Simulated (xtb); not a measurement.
Geometry relaxation, with input and output: C$_{3}$H$_{5}$Ge (charge −1) (part 4 of 4)

C$_{3}$H$_{5}$Ge, charge −1, SMILES C#C[CH2][GeH2-]; GFN2-xTB (xtb 6.7.1). 

Geometry of the input (Å):
```
C  -0.3342  1.7737  -1.5426
C  0.1090  0.9055  -0.9127
C  0.6397  -0.1876  -0.0964
Ge -0.9208  -1.5072  0.6446
H  -0.8709  2.4789  -2.1319
H  1.3209  -0.7932  -0.5142
H  1.0277  0.1416  0.8801
H  0.3392  -2.2191  1.6762
H  -1.2362  -0.5895  1.9538
```

### Trajectory as extended XYZ, continued
```
9
Properties=species:S:1:pos:R:3 step=8 energy=-299.44317
C    -0.3634    1.7241   -1.5484
C     0.0921    0.8592   -0.8446
C     0.6183   -0.1704   -0.0236
Ge   -0.8795   -1.5219    0.6386
H    -0.8591    2.4399   -2.1390
H     1.3497   -0.7615   -0.5886
H     1.1135    0.2505    0.8506
H     0.2944   -2.2900    1.6457
H    -1.2917   -0.5269    1.9663
9
Properties=species:S:1:pos:R:3 step=9 energy=-299.44344
C    -0.3721    1.7155   -1.5543
C     0.0903    0.8675   -0.8347
C     0.6183   -0.1667   -0.0194
Ge   -0.8758   -1.5237    0.6369
H    -0.8459    2.4341   -2.1599
H     1.3474   -0.7517   -0.5901
H     1.1124    0.2508    0.8562
H     0.2897   -2.2956    1.6528
H    -1.2901   -0.5272    1.9697
9
Properties=species:S:1:pos:R:3 step=10 energy=-299.44385
C    -0.3720    1.7118   -1.5581
C     0.0880    0.8630   -0.8389
C     0.6173   -0.1669   -0.0190
Ge   -0.8779   -1.5234    0.6381
H    -0.8417    2.4390   -2.1557
H     1.3479   -0.7525   -0.5866
H     1.1103    0.2540    0.8570
H     0.2939   -2.2933    1.6500
H    -1.2915   -0.5286    1.9704
9
Properties=species:S:1:pos:R:3 step=11 energy=-299.44411
C    -0.3709    1.7136   -1.5582
C     0.0887    0.8621   -0.8418
C     0.6149   -0.1673   -0.0203
Ge   -0.8789   -1.5242    0.6401
H    -0.8401    2.4419   -2.1541
H     1.3476   -0.7558   -0.5840
H     1.1064    0.2537    0.8570
H     0.2973   -2.2912    1.6494
H    -1.2907   -0.5299    1.9690
9
Properties=species:S:1:pos:R:3 step=12 energy=-299.44434
C    -0.3718    1.7132   -1.5616
C     0.0902    0.8621   -0.8458
C     0.6109   -0.1666   -0.0207
Ge   -0.8799   -1.5247    0.6432
H    -0.8329    2.4453   -2.1586
H     1.3477   -0.7587   -0.5780
H     1.0994    0.2555    0.8583
H     0.3009   -2.2880    1.6502
H    -1.2902   -0.5350    1.9701
9
Properties=species:S:1:pos:R:3 step=13 energy=-299.44449
C    -0.3752    1.7095   -1.5640
C     0.0911    0.8631   -0.8456
C     0.6094   -0.1649   -0.0179
Ge   -0.8799   -1.5259    0.6447
H    -0.8271    2.4431   -2.1668
H     1.3475   -0.7576   -0.5732
H     1.0974    0.2592    0.8604
H     0.3019   -2.2892    1.6492
H    -1.2907   -0.5344    1.9703
9
Properties=species:S:1:pos:R:3 step=14 energy=-299.44460
C    -0.3821    1.7005   -1.5710
C     0.0950    0.8642   -0.8475
C     0.6105   -0.1610   -0.0138
Ge   -0.8795   -1.5217    0.6425
H    -0.8200    2.4371   -2.1808
H     1.3517   -0.7534   -0.5647
H     1.0925    0.2663    0.8647
H     0.2968   -2.2887    1.6504
H    -1.2907   -0.5403    1.9774
9
Properties=species:S:1:pos:R:3 step=15 energy=-299.44471
C    -0.3819    1.7009   -1.5693
C     0.0961    0.8630   -0.8486
C     0.6115   -0.1611   -0.0136
Ge   -0.8802   -1.5213    0.6426
H    -0.8238    2.4347   -2.1787
H     1.3528   -0.7540   -0.5632
H     1.0938    0.2678    0.8647
H     0.2970   -2.2902    1.6477
H    -1.2912   -0.5369    1.9755
```

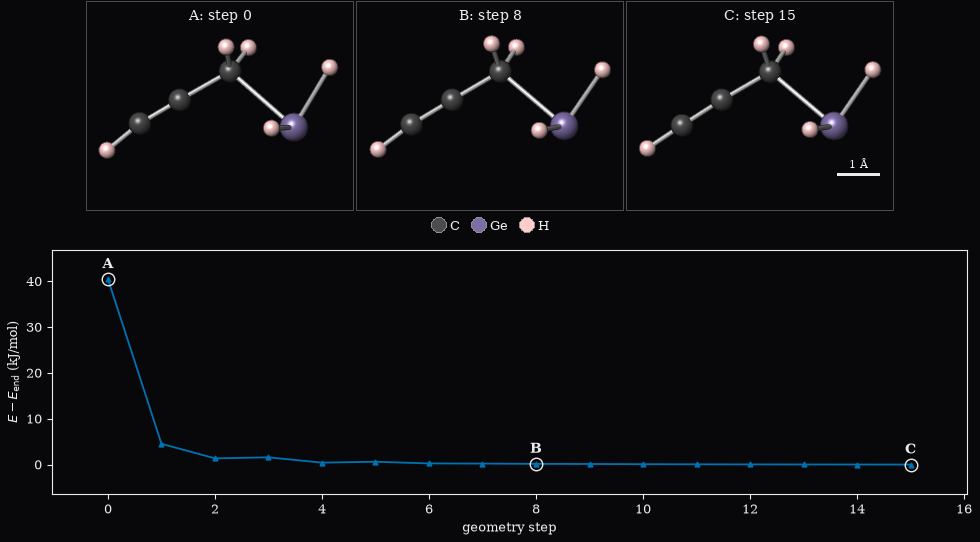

Figure 1. Frames of the relaxation (ball-and-stick view, seen at a tilt) above the curves, on which the letters mark them (steps are counted from 0).

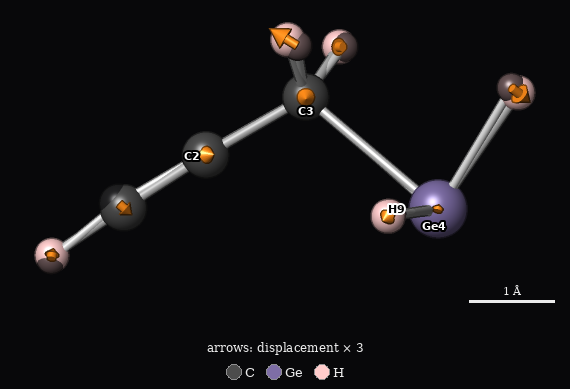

Figure 2. Start (faint) and end (solid) with the displacements as orange arrows, magnified 3 times (ball-and-stick view, seen at a tilt). The two geometries are laid on each other by the best rigid fit. The largest move after the best rigid fit is that of H7, 0.13 Å. Largest moves by element: H 0.13 Å, C 0.08 Å, Ge 0.03 Å. Among the contacts that change: C3–H6 1.003 → 1.097 Å, Ge4–H9 1.630 → 1.707 Å, C3–Ge4 2.174 → 2.123 Å, Ge4–H8 1.777 → 1.728 Å. Among the angles that change: Ge4–C3–H7 97.6° → 108.3°, C2–C3–H6 117.7° → 109.9°, C2–C1–H5 171.4° → 178.3°. Over 15 geometry steps the energy falls by 40.4 kJ/mol. (Atoms are counted from 1 in the order of the input.)

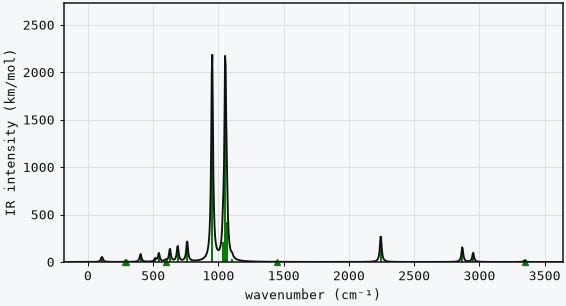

Figure 3. Harmonic infrared spectrum, unscaled: sticks (degenerate modes added up, dark ones marked on the axis) with a Lorentzian envelope of 16 cm⁻¹ full width, scaled to the tallest stick. 21 modes from 104 to 3346 cm⁻¹, none imaginary. The strongest line is at 951 cm⁻¹ (2185 km/mol).

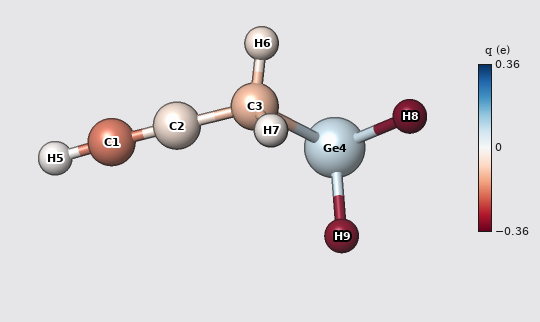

Figure 4. Mulliken charges, as the colour of each atom (ball-and-stick view, seen at a tilt; atoms are numbered from 1 in the order of the input). By element: C −0.19 to −0.05, Ge +0.08 and H −0.34 to −0.01 e.
